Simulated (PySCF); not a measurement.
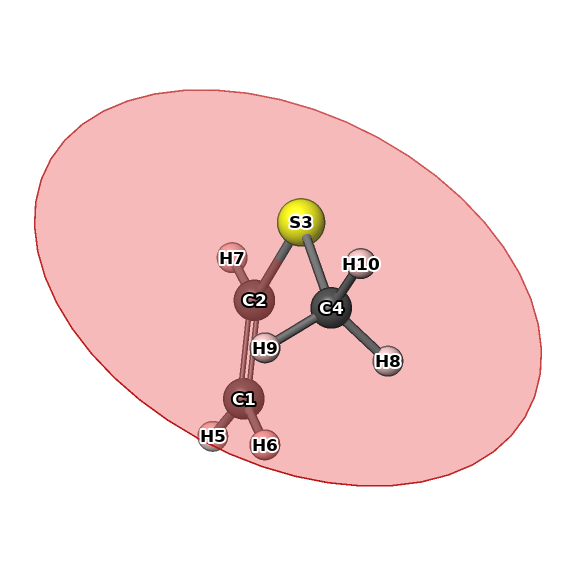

A disc through the centre of mass is drawn in. Atoms fade into the background with distance from the viewer. Computed geometry: PBE0-D3(BJ)/def2-SVP optimisation. No frequency run is at hand to confirm it as a minimum.

**Is the plane of the disc a mirror plane of the structure?**

No. The point group is Cs, with 1 mirror plane, and this plane isn't one of its mirror planes.
